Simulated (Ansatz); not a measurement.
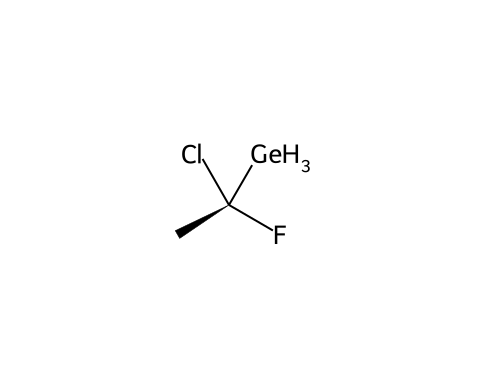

The drawing above gives the connectivity. The geometry was computed by an optimisation with PBE-D4/def2-SVP. No frequency run is at hand to confirm it as a minimum.

What does the molecule look like in three dimensions?

The molecule is C₂H₆ClFGe. SMILES: `C[C@@](F)(Cl)[GeH3]`. Among its groups: C–F bond, C–Cl bond. The point group is C1. Coordination: 2 C tetrahedral; 1 Ge tetrahedral.

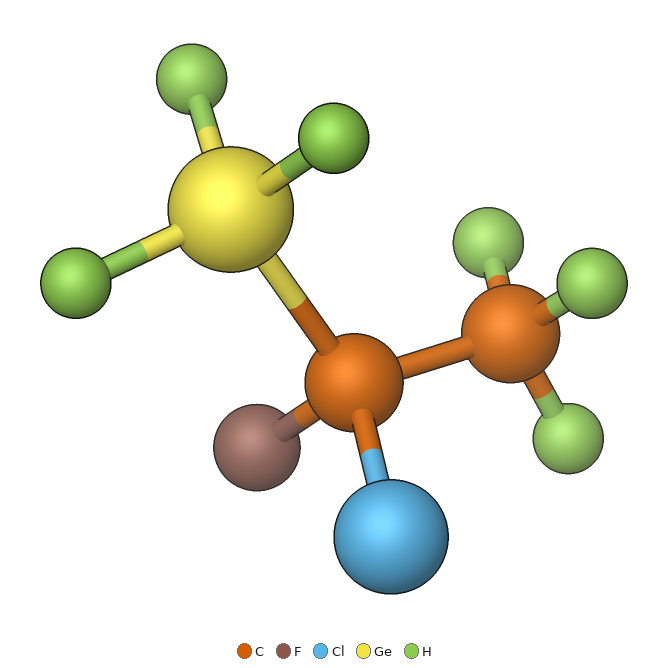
